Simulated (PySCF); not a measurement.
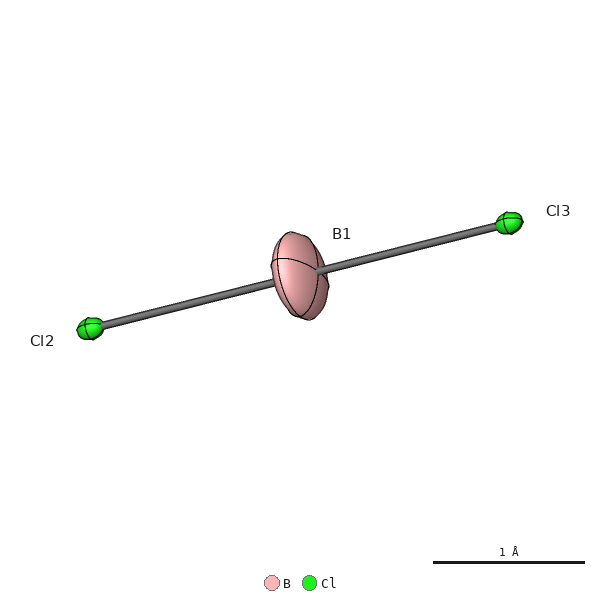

Displacement ellipsoids at the 50 % level, enlarged 3 times, from the internal vibrations of the free molecule (harmonic, no overall translation or rotation; no half-axis is drawn under 0.075 Å). State: charge +1, singlet. Vibrations computed with RKS-based PBE0, B def2-TZVP, Cl def2-TZVP; non-relativistic; density fitting (PySCF 2.14.0). Temperature: 100 K.

Which atom moves most?

B1, with U_eq = 0.0030 Å².

List U_eq and the three principal root-mean-square amplitudes for each kind of atom.

```json
{"atom": "B1", "U_eq (Å²)": "0.0030", "rms amplitudes (Å)": "0.030, 0.064, 0.064"}
{"atom": "Cl2, Cl3", "U_eq (Å²)": "0.00022", "rms amplitudes (Å)": "0.010, 0.010, 0.021"}
```
